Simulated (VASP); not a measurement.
## SbC2 with r2SCAN: from relaxation to properties

Aim: relax SbC2, then compute properties on the relaxed cell. The steps: rough relaxation of the start cell, full relaxation (r2SCAN), single point with fields (r2SCAN), bands along the symmetry lines (r2SCAN), total and projected DOS (r2SCAN), zone-centre phonons (r2SCAN), band structure (TB-mBJ), bands along the symmetry lines (HSE06), volume scan with r2SCAN and fit for r2SCAN. The cell is invented: it takes the structure of a Materials Project entry for LuC2 (space group 139 there), with some of its atoms replaced by other elements, volume scaled by an estimate. It may not be a known or stable phase.

Method: r2SCAN; plane waves and PAW (Sb, C), in the first sound run; inputs show where later runs differ, in VASP 6.6.1.

## 1. Set-up

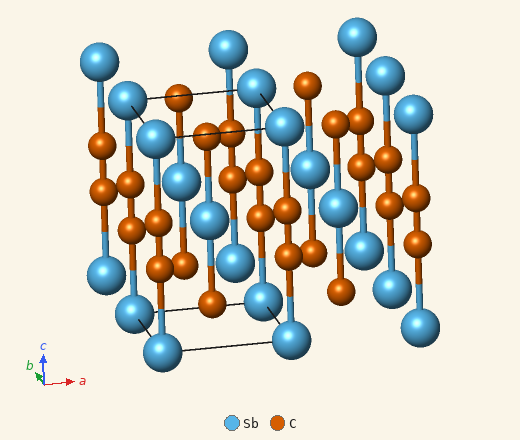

The cell as given, from a free direction (antimony blue, carbon orange). 2×2×1 cells are drawn. This picture shows the conventional cell, with its axes. Some periodic images of atoms are drawn too.

Structure file:

```cif
data_structure
_symmetry_space_group_name_H-M 'I4/mmm'
_symmetry_Int_Tables_number 139
_cell_length_a 3.8826
_cell_length_b 3.8826
_cell_length_c 6.5960
_cell_angle_alpha 90.000
_cell_angle_beta 90.000
_cell_angle_gamma 90.000
_cell_volume 99.43
loop_
_atom_site_label
_atom_site_type_symbol
_atom_site_symmetry_multiplicity
_atom_site_Wyckoff_symbol
_atom_site_fract_x
_atom_site_fract_y
_atom_site_fract_z
_atom_site_occupancy
Sb1 Sb 2 a 0.00000 0.00000 0.00000 1
C1 C 4 e 0.50000 0.50000 0.10794 1
```

## 2. Rough relaxation of the start cell

The start is only an estimate, so a cheap relaxation brings it near a minimum before any careful run. r2SCAN adds the kinetic-energy density, costs more than a GGA and is run with LASPH.

The input, INCAR:

```
SYSTEM = SbC2
PREC = Normal
ENCUT = 520
EDIFF = 1E-05
NELM = 60
ISMEAR = -1
SIGMA = 0.05
LREAL = .FALSE.
ALGO = Normal
METAGGA = R2SCAN
LASPH = .TRUE.
NBANDS = 12
LORBIT = 11
LWAVE = .FALSE.
LCHARG = .FALSE.
IBRION = 2
NSW = 40
ISIF = 3
EDIFFG = -0.04
```

The input, POSCAR:

```
SbC2
1.0
   -1.9413140000      1.9413140000      3.2979750000
    1.9413140000     -1.9413140000      3.2979750000
    1.9413140000      1.9413140000     -3.2979750000
Sb C
1 2
Direct
    0.0000000000      0.0000000000      0.0000000000
    0.6079370000      0.6079370000      0.0000000000
    0.3920630000      0.3920630000      0.0000000000
```

The input, KPOINTS:

```
Automatic mesh
0
Gamma
6 6 6
0 0 0
```

PAW data sets: Sb and C (PBE family, release 64).

Command:

```bash
$ mpirun -np 1 vasp_std
```

The log of the run:

```text
[banner, memory and clock lines left out]
running    1 mpi-ranks, on    1 nodes
 distrk:  each k-point on    1 cores,    1 groups
 distr:  one band on    1 cores,    1 groups

 POSCAR found type information on POSCAR SbC
 POSCAR found :  2 types and       3 ions
|                                                                             |
|               ----> ADVICE to this user running VASP <----                  |
|                                                                             |
|     You enforced a specific xc type in the INCAR file but a different       |
|     [... a line on the potential file left out ...]
|     I HOPE YOU KNOW WHAT YOU ARE DOING!                                     |
|                                                                             |

 LDA part: xc-table for (None), standard interpolation
 POSCAR, INCAR and KPOINTS ok, starting setup
 FFT: planning ... GRIDC
 FFT: planning ... GRID_SOFT
 FFT: planning ... GRID
 WAVECAR not read
 entering main loop
       N       E                     dE             d eps       ncg     rms          rms(c)
DAV:   1     0.141833297545E+02    0.14183E+02   -0.51833E+03   720   0.871E+02
DAV:   2    -0.397958304746E+02   -0.53979E+02   -0.50315E+02   960   0.162E+02
DAV:   3    -0.438894154810E+02   -0.40936E+01   -0.40117E+01   848   0.455E+01
DAV:   4    -0.439525092998E+02   -0.63094E-01   -0.63031E-01   816   0.658E+00
DAV:   5    -0.439536222464E+02   -0.11129E-02   -0.11129E-02   868   0.871E-01    0.655E+00
DAV:   6    -0.393037585479E+02    0.46499E+01   -0.48753E+00   820   0.141E+01    0.299E+00
DAV:   7    -0.393788907751E+02   -0.75132E-01   -0.44018E-01   784   0.487E+00    0.181E+00
DAV:   8    -0.393796154258E+02   -0.72465E-03   -0.18983E-02   824   0.122E+00    0.443E-01
DAV:   9    -0.393810575341E+02   -0.14421E-02   -0.38433E-03   852   0.511E-01    0.764E-02
DAV:  10    -0.393811990948E+02   -0.14156E-03   -0.56705E-04   816   0.191E-01    0.235E-02
DAV:  11    -0.393812084897E+02   -0.93949E-05   -0.48863E-05   804   0.545E-02
   1 F= -.39381208E+02 E0= -.39374155E+02  d E =-.393812E+02
 curvature:   0.00 expect dE= 0.000E+00 dE for cont linesearch  0.000E+00
 trial: gam= 0.00000 g(F)=  0.181E+01 g(S)=  0.126E+01 ort = 0.000E+00 (trialstep = 0.100E+01)
 search vector abs. value=  0.307E+01
 bond charge predicted
       N       E                     dE             d eps       ncg     rms          rms(c)
DAV:   1    -0.275786767300E+02    0.11803E+02   -0.28822E+02   720   0.144E+02    0.114E+01
DAV:   2    -0.246036849993E+02    0.29750E+01   -0.12072E+01   808   0.315E+01    0.580E+00
DAV:   3    -0.244620762817E+02    0.14161E+00   -0.32988E+00   820   0.135E+01    0.211E+00
DAV:   4    -0.244722788926E+02   -0.10203E-01   -0.11157E+00   784   0.664E+00    0.172E+00
DAV:   5    -0.243946363094E+02    0.77643E-01   -0.37641E-01   748   0.434E+00    0.194E-01
DAV:   6    -0.243971458548E+02   -0.25095E-02   -0.22873E-02   776   0.128E+00    0.159E-01
DAV:   7    -0.243970771920E+02    0.68663E-04   -0.61611E-04   820   0.211E-01    0.759E-02
DAV:   8    -0.243970146717E+02    0.62520E-04   -0.35292E-04   824   0.140E-01    0.152E-02
DAV:   9    -0.243970176296E+02   -0.29579E-05   -0.25446E-05   640   0.436E-02
   2 F= -.24397018E+02 E0= -.24384157E+02  d E =0.149842E+02
[... from here on, the cycles between the ionic steps are left out ...]
   3 F= -.39234166E+02 E0= -.39227190E+02  d E =0.147042E+00
   4 F= -.39401955E+02 E0= -.39393978E+02  d E =-.207462E-01
   5 F= -.39612059E+02 E0= -.39602857E+02  d E =-.230851E+00
   6 F= -.39758970E+02 E0= -.39748524E+02  d E =-.377762E+00
   7 F= -.39798814E+02 E0= -.39790516E+02  d E =-.417605E+00
   8 F= -.39802531E+02 E0= -.39794053E+02  d E =-.421323E+00
   9 F= -.39802533E+02 E0= -.39794123E+02  d E =-.421324E+00
  10 F= -.39913688E+02 E0= -.39903149E+02  d E =-.111155E+00
  11 F= -.39917834E+02 E0= -.39907805E+02  d E =-.115301E+00
  12 F= -.39960547E+02 E0= -.39951238E+02  d E =-.427128E-01
  13 F= -.39972866E+02 E0= -.39964081E+02  d E =-.550322E-01
  14 F= -.39973042E+02 E0= -.39964227E+02  d E =-.552078E-01
  15 F= -.39981436E+02 E0= -.39972853E+02  d E =-.839470E-02
  16 F= -.39999612E+02 E0= -.39991054E+02  d E =-.265704E-01
  17 F= -.40006436E+02 E0= -.39997211E+02  d E =-.333941E-01
  18 F= -.40008225E+02 E0= -.39999063E+02  d E =-.351831E-01
  19 F= -.40008745E+02 E0= -.39999598E+02  d E =-.520659E-03
 trial-energy change:   -0.000521  1 .order   -0.000444   -0.004726    0.003837
 step:   0.1372(harm=  0.1340)  dis= 0.00280  next Energy=   -40.009574 (dE=-0.135E-02)
 bond charge predicted
       N       E                     dE             d eps       ncg     rms          rms(c)
DAV:   1    -0.400100252605E+02   -0.12784E-02   -0.36330E-02   720   0.155E+00    0.125E-01
DAV:   2    -0.400096051145E+02    0.42015E-03   -0.15543E-03   764   0.260E-01    0.488E-02
DAV:   3    -0.400095843790E+02    0.20735E-04   -0.16498E-04   784   0.944E-02    0.206E-02
DAV:   4    -0.400095760085E+02    0.83705E-05   -0.17692E-05   480   0.294E-02
 curvature:  -0.08 expect dE=-0.122E-03 dE for cont linesearch -0.470E-06
 ZBRENT: interpolating
 opt :   0.1345  next Energy=   -40.009576 (dE=-0.135E-02)
 bond charge predicted
       N       E                     dE             d eps       ncg     rms          rms(c)
DAV:   1    -0.400095755474E+02    0.88316E-05   -0.19045E-05   640   0.369E-02    0.315E-03
DAV:   2    -0.400095754744E+02    0.73017E-07   -0.87755E-07   360   0.662E-03
 curvature:  -0.08 expect dE=-0.126E-03 dE for cont linesearch -0.370E-06
 ZBRENT: accuracy reached
 trial: gam= 0.05682 g(F)=  0.346E-03 g(S)=  0.118E-02 ort = 0.327E-03 (trialstep = 0.221E+00)
 search vector abs. value=  0.164E-02
 bond charge predicted
       N       E                     dE             d eps       ncg     rms          rms(c)
DAV:   1    -0.400099557105E+02   -0.38016E-03   -0.42165E-03   732   0.476E-01    0.423E-02
DAV:   2    -0.400098998044E+02    0.55906E-04   -0.18621E-04   800   0.898E-02    0.193E-02
DAV:   3    -0.400098904820E+02    0.93224E-05   -0.21698E-05   560   0.333E-02
 ZBRENT: can't locate minimum, use default step
 trial-energy change:   -0.000315  1 .order   -0.000322   -0.000342   -0.000302
 step:   0.8848(harm=  1.9027)  dis= 0.00153  next Energy=   -40.011047 (dE=-0.147E-02)
 bond charge predicted
       N       E                     dE             d eps       ncg     rms          rms(c)
DAV:   1    -0.400110585661E+02   -0.11588E-02   -0.37243E-02   732   0.142E+00    0.128E-01
DAV:   2    -0.400105396209E+02    0.51895E-03   -0.16612E-03   804   0.268E-01    0.584E-02
DAV:   3    -0.400104528874E+02    0.86734E-04   -0.20883E-04   764   0.101E-01    0.231E-02
DAV:   4    -0.400104384250E+02    0.14462E-04   -0.55563E-05   772   0.455E-02    0.441E-03
DAV:   5    -0.400104387577E+02   -0.33275E-06   -0.32894E-06   372   0.147E-02
  23 F= -.40010439E+02 E0= -.40001423E+02  d E =-.863283E-03
 curvature:  -0.64 expect dE=-0.965E-04 dE for cont linesearch -0.550E-04
 trial: gam=-0.12952 g(F)=  0.547E-05 g(S)=  0.145E-03 ort = 0.376E-03 (trialstep = 0.354E+00)
 search vector abs. value=  0.810E-04
 reached required accuracy - stopping structural energy minimisation
```

Elapsed: 2.5 min, on 1 MPI rank of Intel Xeon 6975P-C (Granite Rapids), shared host; peak memory 0.16 GiB.

The logs omit lines about the potential files and the build; timing stands in the text.

From OUTCAR (step 2):

```text
ion  position               nearest neighbor table
   1  0.000  0.000  0.000-   2 2.59   3 2.59   2 2.84   2 2.84   3 2.84   3 2.84   2 2.84   2 2.84
                             3 2.84   3 2.84
   2  0.608  0.608  0.000-   3 1.42   1 2.59   1 2.84   1 2.84   1 2.84   1 2.84
   3  0.392  0.392  0.000-   2 1.42   1 2.59   1 2.84   1 2.84   1 2.84   1 2.84

  LATTYP: Found a body centered tetragonal cell.
 ALAT       =     3.8826280000
 C/A-ratio  =     1.6988364582

 Subroutine GETGRP returns: Found 16 space group operations
 (whereof 16 operations were pure point group operations)

The static configuration has the point symmetry D_4h.

 Found     30 irreducible k-points:

   k-points           NKPTS =     30   k-points in BZ     NKDIM =     30   number of bands    NBANDS=     12

   dimension x,y,z NGX =    24 NGY =   24 NGZ =   24
   dimension x,y,z NGXF=    48 NGYF=   48 NGZF=   48

   ENCUT  =  520.0 eV  38.22 Ry    6.18 a.u.   7.98  7.98  7.98*2*pi/ulx,y,z

   NELECT =      13.0000    total number of electrons

 k-points in reciprocal lattice and weights: Automatic mesh
   0.00000000  0.00000000  0.00000000       0.005
   0.16666667  0.00000000 -0.00000000       0.037
   0.33333333  0.00000000 -0.00000000       0.037
   0.50000000  0.00000000  0.00000000       0.019
   0.16666667  0.16666667 -0.00000000       0.037
   0.33333333  0.16666667 -0.00000000       0.074
   0.50000000  0.16666667  0.00000000       0.074
  -0.33333333  0.16666667  0.00000000       0.074
  -0.16666667  0.16666667  0.00000000       0.019
[...]
-0.33333333 -0.33333333  0.33333333       0.009
   0.50000000  0.50000000  0.50000000       0.005

 average (electrostatic) potential at core
       1 -93.3095       2 -52.0019       3 -52.0019

 E-fermi :   5.6368

 k-point     1 :       0.0000    0.0000    0.0000
  band No.  band energies     occupation
    ...
      2      -4.5289      2.00000
      3      -1.1112      2.00000
      4       1.6114      2.00000
      5       1.6114      2.00000
      6       4.2367      2.00000
      7       7.2251      0.00000
      8       7.2251      0.00000
      9       7.3840      0.00000
     10       7.3840      0.00000
     11       7.9460      0.00000
    ...

 k-point     2 :       0.1667    0.0000   -0.0000
  band No.  band energies     occupation
    ...
      2      -4.7666      2.00000
      3      -1.0006      2.00000
      4       1.4788      2.00000
      5       1.5764      2.00000
      6       3.5781      2.00000
      7       6.1654      0.00005
      8       6.4778      0.00000
      9       7.5607      0.00000
     10       8.1004      0.00000
     11       9.1986      0.00000
    ...

 k-point     3 :       0.3333    0.0000   -0.0000
  band No.  band energies     occupation
    ...
      4       0.8947      2.00000
      5       1.5370      2.00000
      6       3.0213      2.00000
      7       4.8819      2.00000
      8       5.5884      1.45009
      9       7.9706      0.00000
     10       9.2609      0.00000
     11      11.1043      0.00000
     12      13.0236      0.00000

  Total        0.0659170      0.0659170      0.0185971      0.0000000      0.0000000      0.0000000
  in kB        1.9935622      1.9935622      0.5624428      0.0000000      0.0000000      0.0000000
  external PRESSURE =       1.5165224 kB  Pullay stress =       0.0000000 kB

  energy-cutoff  :      520.00
  volume of cell :       52.98
      direct lattice vectors                 reciprocal lattice vectors
    -2.079329333  2.079329333  3.063174959     0.000000000  0.240462149  0.163229331
     2.079329333 -2.079329333  3.063174959     0.240462149  0.000000000  0.163229331
     2.079329333  2.079329333 -3.063174959     0.240462149  0.240462149  0.000000000

 POSITION                                       TOTAL-FORCE (eV/Angst)
 -----------------------------------------------------------------------------------
      0.00000      0.00000      0.00000        -0.000000     -0.000000     -0.000000
      0.00000      0.00000      3.70178         0.000000      0.000000      0.007531
      0.00000      0.00000      2.42457        -0.000000     -0.000000     -0.007531
 -----------------------------------------------------------------------------------
    total drift:                               -0.000000     -0.000000      0.000000

  FREE ENERGIE OF THE ION-ELECTRON SYSTEM (eV)
  ---------------------------------------------------
  free  energy   TOTEN  =       -40.0104387577 eV

  energy  without entropy=      -39.9924081869  energy(sigma->0) =      -40.00142347

 reached required accuracy - stopping structural energy minimisation

 total charge
# of ion       s       p       d       tot
------------------------------------------
    1        1.321   0.859   0.051   2.231
    2        0.965   1.486   0.000   2.452
    3        0.965   1.486   0.000   2.452
--------------------------------------------------
tot          3.252   3.832   0.051   7.134

[... 3 further parts left out ...]
```

This run has no spin polarisation. Its electron count is odd, so without a moment it is a metal by construction. The k-mesh is coarse for a metal. This relaxation is a rough one on cheap settings, only to bring the start near its minimum. The PAW data sets were made with PBE, which is usual practice but a small mismatch for other functionals. The run keeps the 16 symmetry operations of its start, so it cannot find a distortion of lower symmetry.

The steps of the relaxation (22 of 23):

| step | energy less that of the first step (eV) | largest force (eV/Å) | pressure (GPa) | volume (Å³) |
| --- | --- | --- | --- | --- |
| 1 | 0.0000 | 4.3321 | -10.93 | 49.72 |
| 2 | 14.9842 | 111.3606 | 140.47 | 41.74 |
| 3 | 0.1470 | 4.9778 | -12.25 | 49.33 |
| 4 | -0.0207 | 4.3934 | -10.22 | 48.91 |
| 5 | -0.2309 | 5.9060 | 13.50 | 46.09 |
| 6 | -0.3778 | 1.5841 | -1.39 | 47.57 |
| 7 | -0.4176 | 1.1007 | 4.49 | 46.89 |
| 8 | -0.4213 | 0.2989 | 2.90 | 47.07 |
| 9 | -0.4213 | 0.5354 | 3.36 | 47.01 |
| 10 | -0.5325 | 1.6614 | 6.51 | 48.28 |
| 11 | -0.5366 | 2.0209 | 7.53 | 48.61 |
| 13 | -0.5917 | 0.5615 | 3.28 | 50.29 |
| 14 | -0.5918 | 0.4507 | 3.46 | 50.21 |
| 15 | -0.6002 | 0.4467 | 2.97 | 50.52 |
| 16 | -0.6184 | 0.4012 | 1.49 | 51.45 |
| 17 | -0.6252 | 0.3257 | -1.05 | 53.35 |
| 18 | -0.6270 | 0.3480 | -0.30 | 52.75 |
| 19 | -0.6275 | 0.4041 | 0.59 | 52.86 |
| 20 | -0.6284 | 0.0716 | 0.18 | 52.81 |
| 21 | -0.6284 | 0.0599 | 0.19 | 52.81 |
| 22 | -0.6287 | 0.0431 | 0.21 | 52.85 |
| 23 | -0.6292 | 0.0075 | 0.15 | 52.98 |

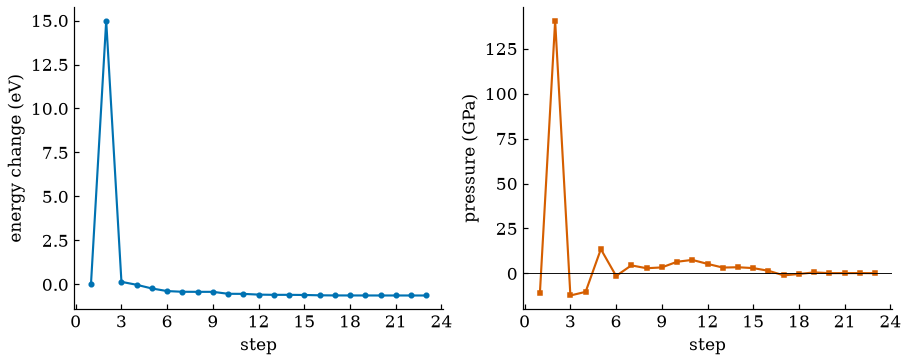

Energy and pressure along the relaxation.

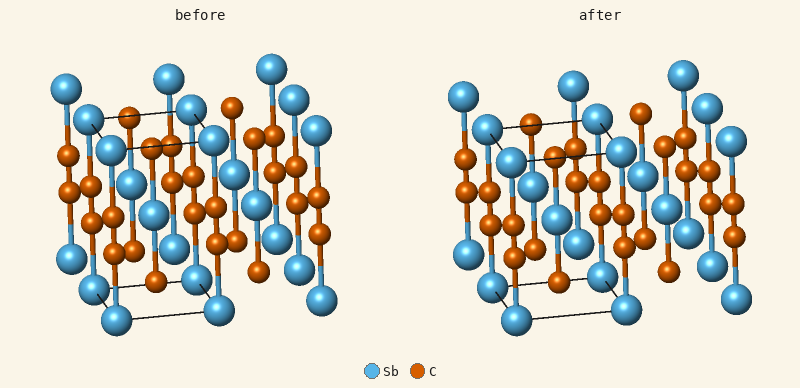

Before and after, at one scale.

| conventional cell, symmetrised | before | after | change |
| --- | --- | --- | --- |
| a (Å) | 3.883 | 4.159 | +7.1 % |
| b (Å) | 3.883 | 4.159 | +7.1 % |
| c (Å) | 6.596 | 6.126 | -7.1 % |
| volume (Å³/atom) | 16.57 | 17.66 | +6.6 % |

The atoms that moved most (Å, as changes of fractional coordinates times the final cell):

| atom | dx | dy | dz | length |
| --- | --- | --- | --- | --- |
| C3 | 0.000 | 0.000 | 0.023 | 0.023 |
| C2 | 0.000 | 0.000 | -0.023 | 0.023 |

Final coordinates:

```cif
data_structure
_symmetry_space_group_name_H-M 'P 1'
_symmetry_Int_Tables_number 1
_cell_length_a 4.2462
_cell_length_b 4.2462
_cell_length_c 4.2462
_cell_angle_alpha 121.359
_cell_angle_beta 121.359
_cell_angle_gamma 87.661
_cell_volume 52.98
loop_
_atom_site_label
_atom_site_type_symbol
_atom_site_fract_x
_atom_site_fract_y
_atom_site_fract_z
_atom_site_occupancy
Sb1 Sb 0.00000 0.00000 0.00000 1
C2 C 0.60424 0.60424 0.00000 1
C3 C 0.39576 0.39576 0.00000 1
```

Numbers from this step:

```
electrons                       : 13
bands                           : 12
irreducible k-points            : 30
symmetry operations             : 16
free energy (TOTEN)             : -40.01 eV
energy at zero smearing         : -40.00 eV
Fermi energy                    : 5.637 eV
pressure                        : 0.1517 GPa
metallic                        : yes
SCF cycles over all ionic steps : 128
```

It ends with a largest force of 0.008 eV/Å and a pressure of 0.15 GPa.

(Continued in part 2 of 7.)

[Lines on the potential files, build, host, timing and source positions are cut from VASP's logs without a mark.]

[Logs are printed without paths, hosts, clocks, repeated set-up lines and the standing remarks that a program may print on its own settings, such as how far it seeks lower states.]

[Hosts, paths, dates, database ids (printed as entryN), source tags and the programs' standing remarks are cut or masked in the printed files.]

[A measured line is paired with the nearest computed mode of its activity, which favours agreement.]
